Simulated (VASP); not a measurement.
Band structure of CaF2 (fluorite). Calculation: PBE GGA with D3 dispersion (Becke-Johnson damping), VASP's PBE PAW potentials (set 64) (plane waves; VASP).

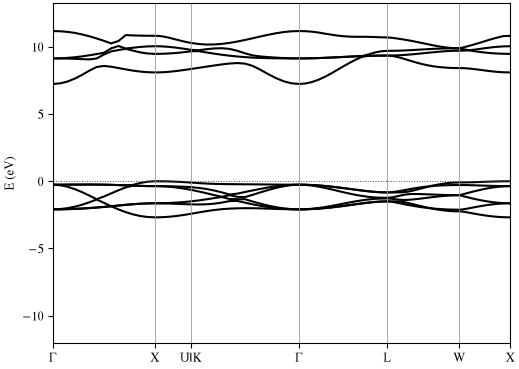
Figure: Bands along high-symmetry lines, zero at the valence-band maximum or, without a gap, the Fermi level

**Question.** Read the plot: is there a gap, and where are the band edges?

**Answer.** The gap is indirect, 7.24 eV, from the valence maximum at X to the conduction minimum at Γ. (Edges off the drawn lines would not show.)

Measured: gap 11.80 eV (computed value off by -4.56 eV), as given by E. Cadelano et al., The European Physical Journal B (2011), arXiv:1107.5962.

The compound is CaF2 in the fluorite structure. It was relaxed first.
